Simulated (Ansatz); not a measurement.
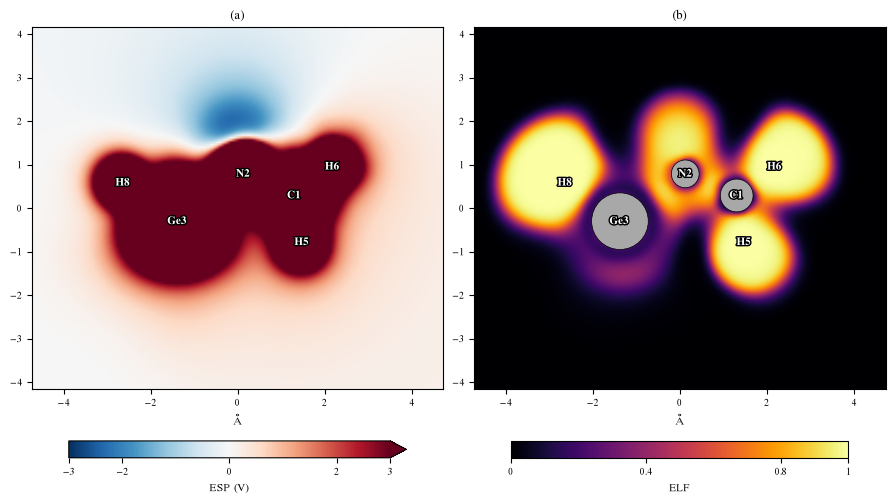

The picture shows: CH₆AsGeN. (a) electrostatic potential; (b) electron localisation function on the plane of atoms H5, C1 and H6. Grey discs cover the atomic cores in the ELF map.

Theory: SCF PBE0, Gaussian basis (Ansatz 0.2.0).

```xyz
10

C    -1.2059    1.0881    0.7594
N    -1.3028    0.2533   -0.2099
Ge   -0.1301   -1.1731   -0.3723
As    2.1030   -0.3514   -0.6802
H    -0.4345    0.9818    1.5164
H    -1.9051    1.9137    0.8291
H    -0.1918   -2.0432    0.9089
H    -0.5321   -2.0300   -1.5997
H     1.6189    0.7402   -1.6897
H     1.9804    0.6206    0.5381
```

**Describe what can be read from this map.**

Atoms in the plane: C, N, Ge and H.
C–N (1.28 Å): the ELF peaks at about 0.90 between the atoms: a covalent bond.
Ge–N (1.85 Å): the ELF peaks at about 0.90 in the valence shell of N, 0.7 Å from its nucleus, and is about 0.50 at the midpoint.
C–H (1.08 Å): the ELF climbs to about 1 towards the hydrogen, as it does in any bond to H (a covalent bond by its length).
Ge–H (1.55 Å): the ELF climbs to about 1 towards the hydrogen.
The ELF also peaks beside N2, away from the bonds: lone-pair regions.
Outside the dense part of the molecule the potential is most negative (−2.3 V) near N2.
